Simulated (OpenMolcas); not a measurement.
# W⁵⁺ among point charges: CASSCF and CASPT2 levels and susceptibility

How does a field of 6 point charges split the states of W⁵⁺, and what χT follows?

Program: OpenMolcas 26.06. Level of theory: state-averaged CASSCF and CASPT2, spin-orbit coupling by RASSI with atomic mean-field integrals. These are calculated values, not measurements, unless marked.

## (1) Starting point

```
Species                           : W⁵⁺ (tungsten, Z = 74, 69 electrons)
Basis                             : ANO-RCC-VDZP [7s6p4d2f1g], 68 functions
Scalar Hamiltonian                : DKH2, point nucleus
Inactive shells                   : 1s 2s 2p 3s 3p 3d 4s 4p 4d 4f 5s 5p
Active space                      : 1 electron in 5 orbitals (5d)
Some configurations of this space : 5d
Orbitals                          : optimised for each spin and parity, averaged over all roots
```

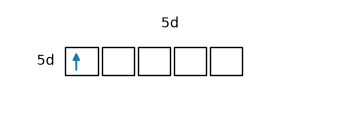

Occupation of the outer shells (arrows by Hund's rule).

The ion sits among 6 point charges of -1.5 e arranged as an octahedron (Oh), 1.97 Å from the ion.

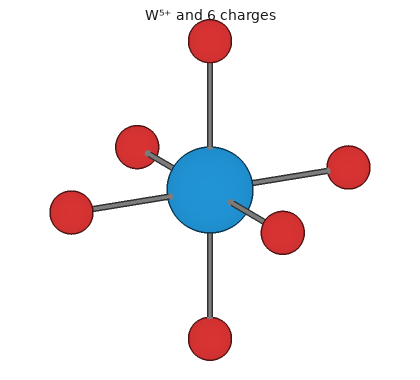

The ion and the point charges (red).

The work runs as a chain of OpenMolcas steps in one folder; each step below is one input file. Labels, J, g values, rates, χT and fits are worked out afterwards by a script from the matrices that RASSI stores. The input lists half of the charges; inversion (Group=XYZ) makes the rest.

## (2) One- and two-electron integrals

a.inp reads:

```
&GATEWAY
Coord
1

W 0.0 0.0 0.0
Basis=ANO-RCC-VDZP
Group=XYZ
NoMove
AngMom=0.0 0.0 0.0
AMFI
XField
3 Angstrom 0
1.970000 0.000000 0.000000 -1.500000
0.000000 1.970000 0.000000 -1.500000
0.000000 0.000000 1.970000 -1.500000
&SEWARD
```

Launch:

```sh
> OMP_NUM_THREADS=1 MOLCAS_MEM=1689 MOLCAS_PROJECT=a pymolcas a.inp > a.log
```

What it wrote:

```text
Basis set label: W.ANO-RCC...7S6P4D2F1G.

      Electronic valence basis set:
      ------------------
      Associated Effective Charge  74.000000 au
      Associated Actual Charge     74.000000 au
      Nuclear Model: Point charge

      Shell  nPrim  nBasis  Cartesian Spherical Contaminant
         s      24       7        X
         p      21       6        X
         d      15       4                 X
         f      11       2                 X
         g       4       1                 X
                  Relativistic Douglas-Kroll-Hess integrals:
                    - DKH order of Hamiltonian: 2
                    - DKH order of Properties : 0
                  Atomic mean-field integrals
```

## (3) CASSCF: doublets of even parity, 5 roots

a.inp reads:

```
&RASSCF
FileOrb=start.orb
Symmetry=1
Spin=2
nActEl=1 0 0
Inactive=15 19
Ras2=5 0
CIRoot=5 5 1
SDav=5
CIMx=300
Iter=120 100
PrWF=0.3
OrbListing=Nothing
MaxOrb=0
>>> COPY $Project.JobIph JOB001
```

start.orb holds the contracted functions of the basis, ordered by shell, or the orbitals of the step before.

What it wrote, shortened:

```text
[...]
      Number of active orbitals                  5
[...]
      Spin quantum number                      0.5
[...]
      Active orbitals                            5   0
[...]
      Number of CSFs                             5
      Number of root(s) required                 5
[...]
      Convergence after  9 iterations
[...]
      Natural orbitals and occupation numbers for root  1
      sym 1:   1.000000   0.000000   0.000000  -0.000000  -0.000000
      Natural orbitals and occupation numbers for root  2
      sym 1:   0.000000   0.000000   0.000000   1.000000  -0.000000
      Natural orbitals and occupation numbers for root  3
      sym 1:  -0.000000   1.000000  -0.000000   0.000000  -0.000000
::    RASSCF root number  1 Total energy: -16134.57442407
::    RASSCF root number  2 Total energy: -16134.57442407
::    RASSCF root number  3 Total energy: -16134.57442407
::    RASSCF root number  4 Total energy: -16134.52525551
::    RASSCF root number  5 Total energy: -16134.52525551
```

## (4) RASSI: spin-orbit coupling between the states

a.inp reads:

```
&RASSI
NrOfJobIphs=1 5
1 2 3 4 5
IphNames
JOB001
EJob
SpinOrbit
DIPRint=1.0
SOCoupling=1000.0
Subsets=2
Property=9
'ANGMOM' 1 'ANGMOM' 2 'ANGMOM' 3 'MLTPL  1' 1 'MLTPL  1' 2 'MLTPL  1' 3
'AMFI' 1 'AMFI' 2 'AMFI' 3
SOProperty=3
'ANGMOM' 1 'ANGMOM' 2 'ANGMOM' 3
```

What it wrote, shortened:

```text
SPIN-FREE ENERGIES:
  (Shifted by EMIN (a.u.) =     -16134.5744240710)
 SF State       Relative EMIN(au)   Rel lowest level(eV)    D:o, cm**(-1)      L_eff
     1             0.0000000000        0.0000000000              0.0000         2.0
     2             0.0000000000        0.0000000000              0.0000         2.0
     3             0.0000000000        0.0000000000              0.0000         2.0
     4             0.0491685567        1.3379445869          10791.2509         2.0
     5             0.0491685567        1.3379445869          10791.2509         2.0
     Dipole printing threshold changed to   1.00000000E+00
Eigenvalues of complex Hamiltonian:
   -----------------------------------
  (Shifted by EMIN (a.u.) =     -16134.5744240710)
 SO State       Relative EMIN(au)   Rel lowest level(eV)    D:o, cm**(-1)     J-value
     1            -0.0163894851        0.0000000000              0.0000         1.3
     2            -0.0163894851        0.0000000000              0.0000         1.3
     3            -0.0163894851        0.0000000000              0.0000         1.3
     4            -0.0163894851        0.0000000000              0.0000         1.2
     5             0.0174140191        0.9198402090           7419.0116         2.0
     6             0.0174140191        0.9198402090           7419.0116         2.0
     7             0.0568510322        1.9929760034          16074.4355         1.9
     8             0.0568510322        1.9929760034          16074.4355         1.9
     9             0.0568510322        1.9929760033          16074.4355         1.8
    10             0.0568510322        1.9929760033          16074.4355         1.9
Weights of the five most important spin-orbit-free states for each spin-orbit state.
[...]
```

Time for these steps: 1.3 s (1 thread of Intel Xeon 6975P-C (Granite Rapids), shared host).

Spin-free states, with their symmetry labels:

| state | degeneracy | E (cm-1) | free-ion L (%) |
| --- | --- | --- | --- |
| 2T2 | 3 | 0 | D (100) |
| 2E | 2 | 10791 | D (100) |

With spin-orbit coupling:

| E (cm-1) | Degeneracy | Label | 2S+1 | g |
| --- | --- | --- | --- | --- |
| 0.0 | 4 | Γ8 | 2 |  |
| 7419 | 2 | Γ7 | 2 | 2.00 2.00 2.00 |
| 16074 | 4 | Γ8 | 2 |  |

Principal g values are given for doublets only; a zero marks a field direction without first-order Zeeman splitting.

Powder χT (cm³ K/mol): 0.15 at 2 K, 0.15 at 5 K, 0.15 at 10 K, 0.15 at 20 K, 0.15 at 50 K, 0.16 at 100 K, 0.16 at 150 K, 0.16 at 200 K, 0.16 at 250 K, 0.17 at 300 K.

A ligand-field fit to the states below 45000 cm-1 gives 10Dq = 10791 cm-1, the gap between the two states.

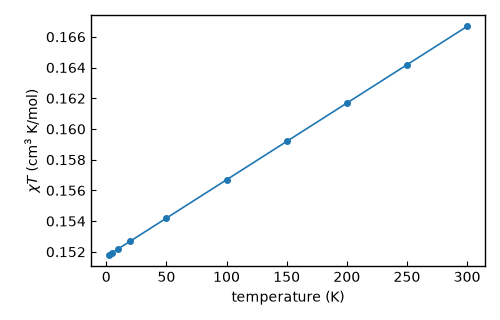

χT against temperature.

## (5) CASPT2: IPEA 0.25, imaginary shift 0.1 (closed shells correlated: 4f 5s 5p)

a.inp reads:

```
>>> COPY JOB001 $Project.JobIph
&CASPT2
Multistate=5 1 2 3 4 5
NoMult
Frozen=14 9
IPEA=0.25
Imaginary=0.1
MaxIter=60
WThr=0.0 0.3 0.05
PrWF=0.5
NoMix
```

What it wrote:

```text
Orbital specifications:
      -----------------------

      Symmetry species                           1   2
                                                ag  au
      Frozen orbitals                           14   9
      Inactive orbitals                          1  10
      Active orbitals                            5   0
      Secondary orbitals                        16  13
      Deleted orbitals                           0   0
      Number of basis functions                 36  32
Type of calculation                        SS-CASPT2
      Fock operator                              state-specific
      IPEA shift                                 0.25
      Real shift                                 0.00
      Imaginary shift                            0.10
      The input orbitals will be transformed to quasi-canonical
Reference energy:      -16134.5744240710
      E2 (Non-variational):      -0.7260683466
      Shift correction:          -0.0000975844
      E2 (Variational):          -0.7261659310
      Total energy:          -16135.3005900020
      Residual norm:              0.0000001058
      Reference weight:           0.93124
      Contributions to the CASPT2 correlation energy
      Active & Virtual Only:          0.0000000000
      One Inactive Excited:          -0.0432601174
      Two Inactive Excited:          -0.6828082292
Reference energy:      -16134.5744240710
      E2 (Non-variational):      -0.7260684097
      Shift correction:          -0.0000975845
      E2 (Variational):          -0.7261659942
      Total energy:          -16135.3005900652
      Residual norm:              0.0000001058
      Reference weight:           0.93124
      Contributions to the CASPT2 correlation energy
      Active & Virtual Only:          0.0000000000
      One Inactive Excited:          -0.0432601806
      Two Inactive Excited:          -0.6828082290
::    CASPT2 Root  1     Total energy: -16135.30059000
::    CASPT2 Root  2     Total energy: -16135.30059007
::    CASPT2 Root  3     Total energy: -16135.30023566
::    CASPT2 Root  4     Total energy: -16135.25137111
::    CASPT2 Root  5     Total energy: -16135.25135265
```

This run: 0.67 s of run time, 1 thread of Intel Xeon 6975P-C (Granite Rapids), shared host.

SS-CASPT2: lowest energy less the reference's lowest, -0.7260 hartree; reference weights 0.931.

States without spin-orbit coupling:

| state | degeneracy | E (cm-1) | free-ion L (%) |
| --- | --- | --- | --- |
| 2T2 | 3 | 0 | D (100) |
| 2E | 2 | 10778 | D (100) |

With spin-orbit coupling:

| E (cm-1) | Degeneracy | Label | 2S+1 | g |
| --- | --- | --- | --- | --- |
| 0 | 4 | Γ8 | 2 |  |
| 7420 | 2 | Γ7 | 2 | 2.00 2.00 2.00 |
| 16060 | 4 | Γ8 | 2 |  |

Powder χT (cm³ K/mol): 0.15 at 2 K, 0.15 at 5 K, 0.15 at 10 K, 0.15 at 20 K, 0.15 at 50 K, 0.16 at 100 K, 0.16 at 150 K, 0.16 at 200 K, 0.16 at 250 K, 0.17 at 300 K.

A ligand-field fit to the states below 45000 cm-1 gives 10Dq = 10778 cm-1, the gap between the two states.

## (6) The methods side by side

A. CASSCF
B. SS-CASPT2, IPEA 0.25, imaginary shift 0.1 (closed shells correlated: 4f 5s 5p)

| method | ground state | first state of that spin (cm-1) | first gap with spin-orbit (cm-1) | χT at 300 K |
| --- | --- | --- | --- | --- |
| A | 2T2 | 2E 10790 | 7419.0 | 0.17 |
| B | 2T2 | 2E 10780 | 7420.4 | 0.17 |

## (7) Summary of results

| quantity | value |
| --- | --- |
| method | SS-CASPT2, IPEA 0.25, imaginary shift 0.1 (closed shells correlated: 4f 5s 5p) |
| spin-free ground state | 2T2, 3-fold in its orbital part |
| first state of the same spin within the active space | 2E at 10800 cm⁻¹ |
| lowest level | 4-fold Γ8 |
| next level | 7420.4 cm⁻¹ |
| χT at 300 K | 0.17 cm³ K/mol |
| effective moment at 300 K | 1.16 μB |

Cost by method:

| method | time of its own steps | time with the reference |
| --- | --- | --- |
| A. CASSCF | 1.3 s | 1.3 s |
| B. SS-CASPT2, IPEA 0.25, imaginary shift 0.1, +4f 5s 5p | 0.67 s | 1.9 s |

Times are of one thread on a shared host.

The spin-free ground state (2T2) comes to 100 % from free-ion D terms and keeps the highest spin of the shell. χT at 300 K is 0.17, against 0.38 cm³ K/mol for the spin alone, so orbital moment lowers it. A ligand-field fit to the states below 45000 cm-1 gives 10Dq = 10778 cm-1, the gap between the two states. CASPT2 does not keep the components of a term degenerate, and the means are used. The field of point charges can differ much from that of real complexes. Point charges carry no covalency, so the field is a model and not that of real ligands.
